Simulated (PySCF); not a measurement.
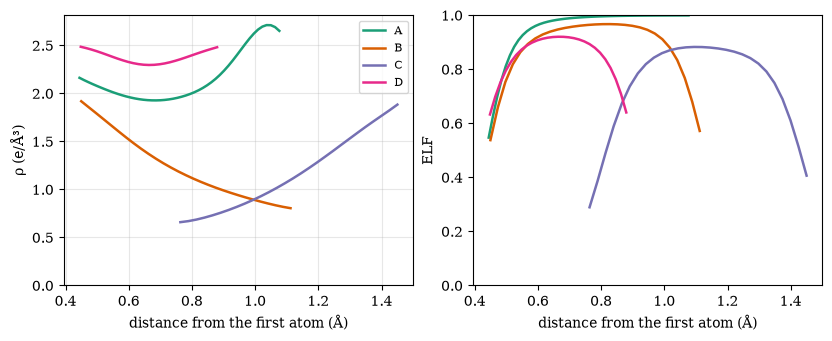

*C6H11ClSi (SMILES C=C(C)[Si]1(Cl)CCC1). Total electron density and ELF along straight lines between neighbouring atoms. The curves leave out the atomic cores.*

Geometry: GFN2-xTB.

Theory: PBE0/pcSseg-1, SCF density, gas phase, non-relativistic in PySCF 2.14.0.

Input

```
{"job": {"kind": "nmr", "xc": "PBE0", "basis": "pcSseg-1"}, "charge": 0, "multiplicity": 1}
C      1.690051     1.185675     0.596605
C      1.485133    -0.015771     0.070032
C      2.604093    -0.998624    -0.093877
Si    -0.241208    -0.567291    -0.475973
Cl    -0.078222    -2.212847    -1.662922
C     -1.482939     0.763460    -1.065500
C     -2.294106     0.617959     0.238549
C     -1.616987    -0.622975     0.856798
H      2.666741     1.505777     0.926623
H      0.892300     1.897625     0.722038
H      3.548116    -0.582205     0.250427
H      2.390611    -1.905789     0.469429
H      2.703696    -1.282179    -1.140004
H     -2.061632     0.476331    -1.940504
H     -1.110626     1.769206    -1.239335
H     -2.167049     1.490681     0.876290
H     -3.359469     0.479185     0.064577
H     -1.324380    -0.485452     1.894368
H     -2.253925    -1.503516     0.809722
```

Command:

```sh
OMP_NUM_THREADS=1 python probes_run.py task.json out
```

Which curve belongs to which contact (C–C, C–H, C–Si and Si–Cl)? The first atom named is at distance zero.

Curve A: C–H (1.08 Å): the density is about 2 e/Å³ at the midpoint; the ELF climbs to about 1 towards the hydrogen, as it does in any bond to H: an ordinary covalent bond to hydrogen. Curve B: C–Si (1.89 Å): the density is about 0.94 e/Å³ at the midpoint; the ELF peaks at about 0.95 between the atoms; localised, covalent bonding. Curve C: Si–Cl (2.04 Å): the density is about 0.93 e/Å³ at the midpoint; the ELF peaks at about 0.90 between the atoms: a polar covalent bond. Curve D: C–C (1.33 Å): the density is about 2.3 e/Å³ at the midpoint; the ELF peaks at about 0.90 between the atoms; a multiple bond.
